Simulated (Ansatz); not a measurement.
Nudged elastic band, with input and output: SiN2H6SO

SiN2H6SO, computed with RHF/6-31G* (Ansatz 0.2.0).

It belongs to a series of runs on one base structure; here: band between the two ends.

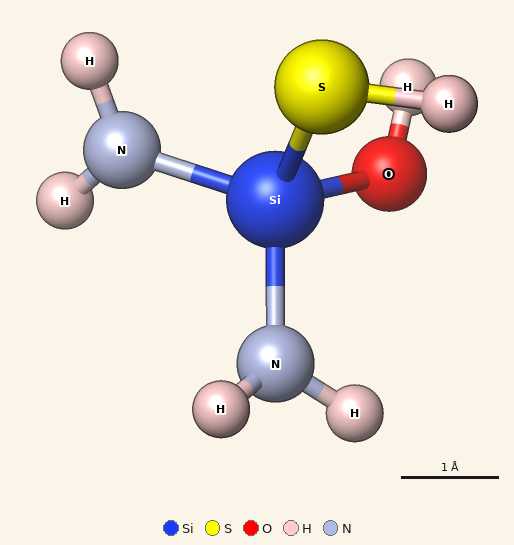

*The structure as given in the input (ball-and-stick view, seen at a tilt).*

**Input**
```yaml
crystal:
  periodic: [false, false, false]
  atoms:
    - { symbol: Si, position_ang: [-0.029753, 0.023006, -0.06971] }
    - { symbol: S, position_ang: [1.516854, 1.471055, -0.492001] }
    - { symbol: O, position_ang: [-0.800719, -0.296653, -1.485557] }
    - { symbol: H, position_ang: [-1.141483, 0.435555, -1.978931] }
    - { symbol: "N", position_ang: [0.429866, -1.528848, 0.448032] }
    - { symbol: "N", position_ang: [-0.883392, 0.785251, 1.186961] }
    - { symbol: H, position_ang: [1.888967, 0.995167, -1.674658] }
    - { symbol: H, position_ang: [0.532271, -2.264922, -0.216922] }
    - { symbol: H, position_ang: [1.001673, -1.660896, 1.25387] }
    - { symbol: H, position_ang: [-0.99967, 1.771574, 1.266615] }
    - { symbol: H, position_ang: [-1.514612, 0.269814, 1.762303] }
basis:
  gaussian: { orbitals: "6-31G*" }
hamiltonian:
  xc: hf
neb:
  order_check: false
  images: 5
  f_tol: 0.05
  max_iterations: 60
  final_atoms:
    - { symbol: Si, position_ang: [-0.33603479, -0.41978475, 0.52434488] }
    - { symbol: S, position_ang: [1.4949094, 2.53319989, -2.90997596] }
    - { symbol: O, position_ang: [0.13162897, 0.25120519, -0.73510958] }
    - { symbol: H, position_ang: [0.94532209, 1.64073418, -2.08953083] }
    - { symbol: "N", position_ang: [0.05055681, -1.98371423, 0.98205554] }
    - { symbol: "N", position_ang: [-1.32303133, 0.27970071, 1.68214134] }
    - { symbol: H, position_ang: [1.94444132, 1.63501955, -3.77851114] }
    - { symbol: H, position_ang: [0.63589873, -2.55514436, 0.4116905] }
    - { symbol: H, position_ang: [-0.25390136, -2.43831552, 1.81454536] }
    - { symbol: H, position_ang: [-1.65504268, 1.21422039, 1.57684159] }
    - { symbol: H, position_ang: [-1.63474516, -0.15701805, 2.52151029] }
  initial_path:
    images:
      - { positions_ang: [[-0.029753, 0.023006, -0.06971], [1.516854, 1.471055, -0.492001], [-0.800719, -0.296653, -1.485557], [-1.141483, 0.435555, -1.978931], [0.429866, -1.528848, 0.448032], [-0.883392, 0.785251, 1.186961], [1.888967, 0.995167, -1.674658], [0.532271, -2.264922, -0.216922], [1.001673, -1.660896, 1.25387], [-0.99967, 1.771574, 1.266615], [-1.514612, 0.269814, 1.762303]] }
      - { positions_ang: [[-0.16401734, -0.03014341, -0.06793074], [1.4098117, 1.48532855, -0.68384981], [-0.88758199, -0.21021753, -1.49045425], [-0.83360054, 0.56333824, -1.96105582], [0.42175903, -1.53126805, 0.43779013], [-0.97335977, 0.72462066, 1.22078333], [1.92556167, 0.8584672, -1.63849565], [0.60071589, -2.2417944, -0.23271439], [0.96271339, -1.64546712, 1.26782798], [-1.19649453, 1.68230995, 1.23659192], [-1.26550549, 0.3449289, 1.91150929]] }
      - { positions_ang: [[-0.29828168, -0.08329282, -0.06615148], [1.30276939, 1.4996021, -0.87569861], [-0.97444499, -0.12378206, -1.4953515], [-0.52571808, 0.69112149, -1.94318065], [0.41365205, -1.53368809, 0.42754826], [-1.06332754, 0.66399033, 1.25460566], [1.96215633, 0.72176741, -1.60233329], [0.66916079, -2.2186668, -0.24850677], [0.92375377, -1.63003824, 1.28178596], [-1.39331906, 1.5930459, 1.20656884], [-1.01639897, 0.4200438, 2.06071558]] }
      - { positions_ang: [[-0.43254603, -0.13644223, -0.06437222], [1.19572709, 1.51387564, -1.06754742], [-1.06130798, -0.03734659, -1.50024876], [-0.21783563, 0.81890473, -1.92530547], [0.40554508, -1.53610814, 0.4173064], [-1.15329531, 0.60335999, 1.28842799], [1.998751, 0.58506761, -1.56617094], [0.73760568, -2.1955392, -0.26429916], [0.88479416, -1.61460936, 1.29574395], [-1.59014359, 1.50378185, 1.17654576], [-0.76729246, 0.4951587, 2.20992187]] }
      - { positions_ang: [[-0.40037562, -0.23088974, 0.13186681], [1.29545453, 1.85365039, -1.68169027], [-0.66366233, 0.05883734, -1.24520237], [0.16988361, 1.09284788, -1.98004726], [0.28721565, -1.68531017, 0.60555611], [-1.20987399, 0.49547356, 1.41966578], [1.98064777, 0.93505159, -2.30361767], [0.70370337, -2.31540759, -0.03896927], [0.50522899, -1.88917808, 1.46867775], [-1.61177662, 1.40726136, 1.3099777], [-1.05644336, 0.27776645, 2.31378468]] }
      - { positions_ang: [[-0.3682052, -0.32533724, 0.32810585], [1.39518196, 2.19342514, -2.29583311], [-0.26601668, 0.15502126, -0.99015597], [0.55760285, 1.36679103, -2.03478904], [0.16888623, -1.8345122, 0.79380583], [-1.26645266, 0.38758713, 1.55090356], [1.96254454, 1.28503557, -3.04106441], [0.66980105, -2.43527597, 0.18636062], [0.12566381, -2.1637468, 1.64161156], [-1.63340965, 1.31074088, 1.44340964], [-1.34559426, 0.0603742, 2.41764749]] }
      - { positions_ang: [[-0.33603479, -0.41978475, 0.52434488], [1.4949094, 2.53319989, -2.90997596], [0.13162897, 0.25120519, -0.73510958], [0.94532209, 1.64073418, -2.08953083], [0.05055681, -1.98371423, 0.98205554], [-1.32303133, 0.27970071, 1.68214134], [1.94444132, 1.63501955, -3.77851114], [0.63589873, -2.55514436, 0.4116905], [-0.25390136, -2.43831552, 1.81454536], [-1.65504268, 1.21422039, 1.57684159], [-1.63474516, -0.15701805, 2.52151029]] }
```

Command:
```bash
ansatz run input.yaml --threads 2 --pin off --max-ram 3072MiB --backend cpu --events-out ev --progress --plain --runs-dir out
```

**What the program printed**
```
Engine: ansatz 0.2.0, x86_64-unknown-linux-gnu
Functional definition: HF
  exchange = exact_x
  correlation = 0
1012 factors; integrals over basis functions are off by at most 4.8e-4 eV
mean field evaluation 1: about -23773.1123 eV, gradient 4.8e1 eV
mean field evaluation 2: about -23773.1888 eV, gradient 4.8e1 eV
mean field evaluation 4: about -23777.8869 eV, gradient 3.4e0 eV
mean field evaluation 8: about -23777.9305 eV, gradient 2.0e-4 eV
mean field -23777.93046129 eV, -873.8228271923 hartree, gradient 1.7e-5 eV, S^2 0.000000; 0 other end points of the search recorded, 0 dependent functions left out
the calculation of the forces begins
reference -23777.93046129 eV, -873.8228271923 hartree; 29, 29 occupied and 66, 66 virtual orbitals, 1012 factors
1007 factors; integrals over basis functions are off by at most 5.5e-4 eV
mean field evaluation 16: about -23775.9678 eV, gradient 1.9e0 eV
mean field -23775.98496592 eV, -873.7513315563 hartree, gradient 2.6e-5 eV, S^2 0.000000; 0 other end points of the search recorded, 0 dependent functions left out
[... from here on the field's lines of each further geometry are left out, up to the last ...]
NEB iter   1: max|band force component| = 1.264e1 eV/Å  barrier→ = 3.4126 eV  barrier← = 1.4671 eV  Δτ_max = 0.1993 Å  (245 SCF iters)
NEB iter   2: max|band force component| = 2.972e0 eV/Å  barrier→ = 2.6457 eV  barrier← = 0.7002 eV  Δτ_max = 0.1941 Å  (164 SCF iters)
NEB iter   3: max|band force component| = 1.823e0 eV/Å  barrier→ = 2.8386 eV  barrier← = 0.8931 eV  Δτ_max = 0.1978 Å  (169 SCF iters)
NEB iter   4: max|band force component| = 1.582e0 eV/Å  barrier→ = 2.9605 eV  barrier← = 1.0150 eV  Δτ_max = 0.1992 Å  (168 SCF iters)
NEB iter   5: max|band force component| = 3.624e0 eV/Å  barrier→ = 3.0412 eV  barrier← = 1.0957 eV  Δτ_max = 0.1019 Å  (169 SCF iters)
NEB iter   6: max|band force component| = 1.183e0 eV/Å  barrier→ = 3.0369 eV  barrier← = 1.0914 eV  Δτ_max = 0.1990 Å  (171 SCF iters)
NEB iter   7: max|band force component| = 8.310e-1 eV/Å  barrier→ = 2.9425 eV  barrier← = 0.9970 eV  Δτ_max = 0.1955 Å  (170 SCF iters)
NEB iter   8: max|band force component| = 1.905e0 eV/Å  barrier→ = 2.7872 eV  barrier← = 0.8417 eV  Δτ_max = 0.1003 Å  (163 SCF iters)
NEB iter   9: max|band force component| = 1.176e0 eV/Å  barrier→ = 2.5400 eV  barrier← = 0.5945 eV  Δτ_max = 0.0999 Å  (164 SCF iters)
NEB iter  10: max|band force component| = 1.068e0 eV/Å  barrier→ = 2.3520 eV  barrier← = 0.4065 eV  Δτ_max = 0.0499 Å  (158 SCF iters)
NEB iter  11: max|band force component| = 7.031e-1 eV/Å  barrier→ = 2.2368 eV  barrier← = 0.2913 eV  Δτ_max = 0.0499 Å  (159 SCF iters)
NEB iter  12: max|band force component| = 5.446e-1 eV/Å  barrier→ = 2.2285 eV  barrier← = 0.2830 eV  Δτ_max = 0.0500 Å  (158 SCF iters)
NEB iter  13: max|band force component| = 1.141e0 eV/Å  barrier→ = 2.2140 eV  barrier← = 0.2685 eV  CI = image 2  Δτ_max = 0.0997 Å  (157 SCF iters)
NEB iter  14: max|band force component| = 1.219e0 eV/Å  barrier→ = 2.2283 eV  barrier← = 0.2828 eV  CI = image 2  Δτ_max = 0.1971 Å  (158 SCF iters)
NEB iter  15: max|band force component| = 1.891e0 eV/Å  barrier→ = 2.3316 eV  barrier← = 0.3861 eV  CI = image 2  Δτ_max = 0.1998 Å  (155 SCF iters)
NEB iter  16: max|band force component| = 1.778e0 eV/Å  barrier→ = 2.3061 eV  barrier← = 0.3606 eV  CI = image 2  Δτ_max = 0.2000 Å  (156 SCF iters)
NEB iter  17: max|band force component| = 1.763e0 eV/Å  barrier→ = 2.4882 eV  barrier← = 0.5427 eV  CI = image 2  Δτ_max = 0.2000 Å  (172 SCF iters)
NEB iter  18: max|band force component| = 1.727e0 eV/Å  barrier→ = 2.7346 eV  barrier← = 0.7891 eV  CI = image 2  Δτ_max = 0.2000 Å  (162 SCF iters)
NEB iter  19: max|band force component| = 1.539e0 eV/Å  barrier→ = 2.9157 eV  barrier← = 0.9702 eV  CI = image 2  Δτ_max = 0.1493 Å  (153 SCF iters)
NEB iter  20: max|band force component| = 7.058e-1 eV/Å  barrier→ = 2.8049 eV  barrier← = 0.8594 eV  CI = image 2  Δτ_max = 0.1991 Å  (164 SCF iters)
NEB iter  21: max|band force component| = 2.680e0 eV/Å  barrier→ = 2.7690 eV  barrier← = 0.8235 eV  CI = image 2  Δτ_max = 0.1005 Å  (152 SCF iters)
NEB iter  22: max|band force component| = 7.724e-1 eV/Å  barrier→ = 2.7518 eV  barrier← = 0.8063 eV  CI = image 2  Δτ_max = 0.0646 Å  (155 SCF iters)
NEB iter  23: max|band force component| = 2.552e-1 eV/Å  barrier→ = 2.7468 eV  barrier← = 0.8013 eV  CI = image 2  Δτ_max = 0.0732 Å  (157 SCF iters)
NEB iter  24: max|band force component| = 1.796e-1 eV/Å  barrier→ = 2.7411 eV  barrier← = 0.7956 eV  CI = image 2  Δτ_max = 0.0392 Å  (153 SCF iters)
NEB iter  25: max|band force component| = 9.482e-2 eV/Å  barrier→ = 2.7387 eV  barrier← = 0.7932 eV  CI = image 2  Δτ_max = 0.0662 Å  (147 SCF iters)
NEB iter  26: max|band force component| = 2.062e-1 eV/Å  barrier→ = 2.7374 eV  barrier← = 0.7919 eV  CI = image 2  Δτ_max = 0.0335 Å  (157 SCF iters)
NEB iter  27: max|band force component| = 6.869e-2 eV/Å  barrier→ = 2.7368 eV  barrier← = 0.7913 eV  CI = image 2  Δτ_max = 0.0257 Å  (157 SCF iters)
NEB iter  28: max|band force component| = 1.132e-1 eV/Å  barrier→ = 2.7365 eV  barrier← = 0.7910 eV  CI = image 2  Δτ_max = 0.0129 Å  (149 SCF iters)
the calculation of the forces begins
reference -23775.97786948 eV, -873.7510707666 hartree; 29, 29 occupied and 66, 66 virtual orbitals, 1007 factors
1012 factors; integrals over basis functions are off by at most 5.4e-4 eV
mean field -23775.19409044 eV, -873.7222674184 hartree, gradient 1.7e-5 eV, S^2 0.000000; 1 other end points of the search recorded, 0 dependent functions left out
the calculation of the forces begins
reference -23775.19409044 eV, -873.7222674184 hartree; 29, 29 occupied and 66, 66 virtual orbitals, 1012 factors
NEB iter  29: max|band force component| = 3.779e-2 eV/Å  barrier→ = 2.7364 eV  barrier← = 0.7909 eV  CI = image 2  Δτ_max = 0.0000 Å  (326 SCF iters)
```

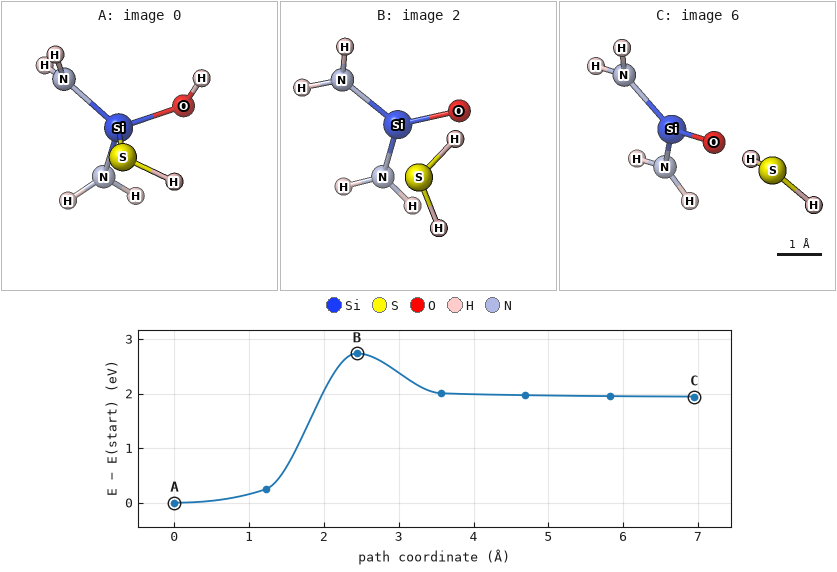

*Images of the last band (counted from 0; ball-and-stick, seen at a tilt) above the energy along the path; the line is a cubic interpolation that uses the forces.*

The highest image is number 2, 2.736 eV above the start and 0.791 eV above the end (the climbing image); the end lies 1.945 eV above the start. The path is 6.95 Å long. The band converged in 29 iterations.

```
Total energy: -23775.19409044 eV, -873.7222674184 hartree
Atom 0 at    -0.519374    -0.226718     0.009125 Å, force     0.018329     0.006846     0.027577 eV/Å
Atom 1 at     1.259757     1.626636    -1.363103 Å, force    -0.004693    -0.005834     0.002117 eV/Å
Atom 2 at    -1.008136     0.013546    -1.433834 Å, force    -0.015968    -0.002308    -0.036350 eV/Å
Atom 3 at    -0.054269     0.834823    -1.754743 Å, force     0.007647     0.001716     0.004457 eV/Å
Atom 4 at     0.361511    -1.569297     0.459310 Å, force     0.013833    -0.021444     0.004498 eV/Å
Atom 5 at    -1.122230     0.601704     1.323974 Å, force    -0.016320     0.002780     0.012352 eV/Å
Atom 6 at     2.128774     0.757432    -1.868848 Å, force    -0.000009     0.002014    -0.002548 eV/Å
Atom 7 at     0.750900    -2.184922    -0.222175 Å, force    -0.004890     0.008241    -0.010224 eV/Å
Atom 8 at     0.692202    -1.748911     1.382240 Å, force    -0.003603     0.000928     0.001188 eV/Å
Atom 9 at    -1.665281     1.429953     1.202910 Å, force     0.001362     0.002344    -0.006590 eV/Å
Atom 10 at    -0.823852     0.465857     2.265145 Å, force     0.004314     0.004718     0.003524 eV/Å
Dipole moment:    -0.023579    -0.712138     1.089726 e Å
this run last wrote the band of iteration 29 to [file]
```

**The last band as extended XYZ (Å, eV, eV/Å)**
```
11
Properties=species:S:1:pos:R:3:forces:R:3 image=0 energy=-23777.93046
Si   -0.0298    0.0230   -0.0697    0.0008   0.0034   0.0015
S     1.5169    1.4711   -0.4920   -0.0011  -0.0008   0.0016
O    -0.8007   -0.2967   -1.4856   -0.0052   0.0046  -0.0036
H    -1.1415    0.4356   -1.9789   -0.0013  -0.0041  -0.0017
N     0.4299   -1.5288    0.4480    0.0008   0.0110   0.0044
N    -0.8834    0.7853    1.1870    0.0030  -0.0074  -0.0020
H     1.8890    0.9952   -1.6747    0.0011   0.0009   0.0017
H     0.5323   -2.2649   -0.2169    0.0008  -0.0057   0.0002
H     1.0017   -1.6609    1.2539   -0.0008  -0.0046  -0.0008
H    -0.9997    1.7716    1.2666   -0.0002   0.0003  -0.0002
H    -1.5146    0.2698    1.7623    0.0020   0.0024  -0.0010
11
Properties=species:S:1:pos:R:3:forces:R:3 image=1 energy=-23777.68551
Si   -0.1337    0.0412   -0.0729    0.2316   0.1087  -0.0554
S     1.4241    1.4579   -0.7050    0.0682  -0.0930   0.3280
O    -0.9814   -0.0830   -1.4681   -0.0053  -0.0452  -0.0170
H    -0.6915    0.5749   -2.0869   -0.3185  -0.1314  -0.1663
N     0.3929   -1.5040    0.4065    0.0460   0.0242  -0.0034
N    -0.9697    0.7281    1.2344    0.0829   0.0321  -0.0777
H     1.9642    0.7493   -1.6958   -0.0760   0.0040   0.0819
H     0.7038   -2.1785   -0.2589   -0.0337   0.0224  -0.0310
H     0.7479   -1.6936    1.3193    0.0195   0.0404  -0.0340
H    -1.5521    1.5325    1.1634    0.0453   0.0590   0.0035
H    -0.9045    0.3754    2.1639   -0.0601  -0.0212  -0.0285
11
Properties=species:S:1:pos:R:3:forces:R:3 image=2 energy=-23775.19409
Si   -0.5194   -0.2267    0.0091    0.0183   0.0068   0.0276
S     1.2598    1.6266   -1.3631   -0.0047  -0.0058   0.0021
O    -1.0081    0.0135   -1.4338   -0.0160  -0.0023  -0.0364
H    -0.0543    0.8348   -1.7547    0.0076   0.0017   0.0045
N     0.3615   -1.5693    0.4593    0.0138  -0.0214   0.0045
N    -1.1222    0.6017    1.3240   -0.0163   0.0028   0.0124
H     2.1288    0.7574   -1.8688    0.0000   0.0020  -0.0025
H     0.7509   -2.1849   -0.2222   -0.0049   0.0082  -0.0102
H     0.6922   -1.7489    1.3822   -0.0036   0.0009   0.0012
H    -1.6653    1.4300    1.2029    0.0014   0.0023  -0.0066
H    -0.8239    0.4659    2.2651    0.0043   0.0047   0.0035
11
Properties=species:S:1:pos:R:3:forces:R:3 image=3 energy=-23775.92427
Si   -0.7302   -0.3967    0.1225   -0.0140  -0.0137  -0.0195
S     1.5051    1.8924   -1.8108    0.0077   0.0123  -0.0273
O    -1.1731   -0.1565   -1.2938   -0.0089  -0.0039   0.0151
H     0.3644    1.2488   -2.0448    0.0327   0.0299  -0.0149
N     0.2941   -1.6318    0.6034   -0.0026  -0.0169   0.0019
N    -1.1907    0.5148    1.4485   -0.0084  -0.0107   0.0252
H     2.2793    0.8923   -2.2118    0.0091   0.0107  -0.0203
H     0.6626   -2.2739   -0.0643   -0.0020  -0.0143   0.0069
H     0.6307   -1.7883    1.5273   -0.0055   0.0066   0.0185
H    -1.7752    1.3157    1.3425   -0.0061  -0.0054   0.0041
H    -0.8670    0.3834    2.3811   -0.0019   0.0054   0.0101
11
Properties=species:S:1:pos:R:3:forces:R:3 image=4 energy=-23775.95996
Si   -0.6527   -0.4094    0.2441    0.0010  -0.0005   0.0030
S     1.5686    2.1535   -2.2752    0.0013   0.0043  -0.0093
O    -0.8579   -0.0029   -1.1881    0.0067   0.0030   0.0007
H     0.5059    1.3739   -2.0888    0.0031   0.0021  -0.0010
N     0.2193   -1.7479    0.7469   -0.0014  -0.0020   0.0038
N    -1.2564    0.4068    1.5753   -0.0010  -0.0023   0.0020
H     2.3261    1.1911   -2.7858    0.0017   0.0057  -0.0108
H     0.6547   -2.3538    0.0853   -0.0010  -0.0021   0.0038
H     0.3855   -2.0124    1.6926   -0.0056  -0.0042   0.0038
H    -1.7918    1.2410    1.4659   -0.0001  -0.0009   0.0015
H    -1.1013    0.1602    2.5278   -0.0047  -0.0031   0.0025
11
Properties=species:S:1:pos:R:3:forces:R:3 image=5 energy=-23775.97787
Si   -0.5167   -0.4253    0.3788    0.0013  -0.0003   0.0015
S     1.5239    2.3887   -2.6740   -0.0001   0.0021  -0.0038
O    -0.4177    0.1189   -1.0179    0.0041   0.0014   0.0010
H     0.6851    1.5089   -2.1307    0.0018   0.0010  -0.0004
N     0.1254   -1.8850    0.8895   -0.0007  -0.0016   0.0017
N    -1.2832    0.3346    1.6586   -0.0004  -0.0004   0.0008
H     2.2527    1.4779   -3.3065   -0.0005   0.0024  -0.0049
H     0.6212   -2.4762    0.2578   -0.0002  -0.0009   0.0017
H     0.0733   -2.2518    1.8141   -0.0031  -0.0019   0.0015
H    -1.7212    1.2227    1.5404    0.0004  -0.0002   0.0003
H    -1.3429   -0.0133    2.5900   -0.0027  -0.0016   0.0006
11
Properties=species:S:1:pos:R:3:forces:R:3 image=6 energy=-23775.98497
Si   -0.3360   -0.4198    0.5243   -0.0007  -0.0010  -0.0011
S     1.4949    2.5332   -2.9100    0.0071  -0.0121  -0.0147
O     0.1316    0.2512   -0.7351   -0.0018  -0.0034   0.0107
H     0.9453    1.6407   -2.0895    0.0056  -0.0033  -0.0067
N     0.0506   -1.9837    0.9821   -0.0021   0.0021   0.0021
N    -1.3230    0.2797    1.6821    0.0018  -0.0026  -0.0003
H     1.9444    1.6350   -3.7785   -0.0136   0.0149   0.0217
H     0.6359   -2.5551    0.4117   -0.0013   0.0000   0.0027
H    -0.2539   -2.4383    1.8145    0.0019   0.0042  -0.0069
H    -1.6550    1.2142    1.5768    0.0002  -0.0017   0.0006
H    -1.6347   -0.1570    2.5215    0.0029   0.0030  -0.0080
```

**Key numbers**

```json
{"quantity": "outcome", "value": "converged"}
{"quantity": "barrier, forward", "value": "2.736 eV"}
{"quantity": "barrier, backward", "value": "0.791 eV"}
{"quantity": "hardware", "value": "2 threads of AMD EPYC (Zen 3), 16 GiB of memory available, shared host"}
{"quantity": "wall time", "value": "3.9 min (CPU time 7 min)"}
{"quantity": "peak memory", "value": "0.21 GiB"}
```

**Notes**

The order of the saddle point was not checked.
